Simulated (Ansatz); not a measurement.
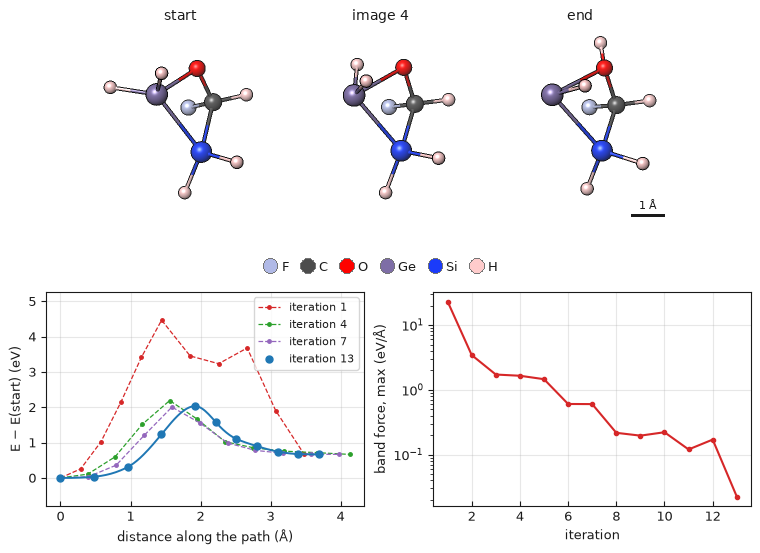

NEB run on CH$_{5}$FGeOSi. Images are numbered from 0 (start) to 10 (end). The plot follows the band through its iterations. Style: ball-and-stick. Shown from a free direction.

Computed with RKS PBE-D4/def2-SVP in Ansatz. Run with 9 movable images; climbing image; force threshold 0.05 eV/Å; iteration limit 33; starting path through a guess of the saddle point.

Q: Did the band converge, and can the barrier be trusted?

A: The result is final at these settings. The band converged in 13 iterations. The largest component of the band force went from 23 to 0.022 eV/Å. The climbing image converged on the top of the path. Its vibrational analysis gives one imaginary mode (1238i cm⁻¹), as a transition state must have. The first iteration put the highest image at 4.47 eV. The energy climbs by 2.03 eV to image 4 and then falls by 1.37 eV, so the end point sits at +0.67 eV.

The run took 5.7 min on 2 threads of Intel(R) Xeon(R) Platinum 8259CL CPU @ 2.50GHz (Skylake/Cascade Lake) (shared host), peak memory 0.19 GiB.
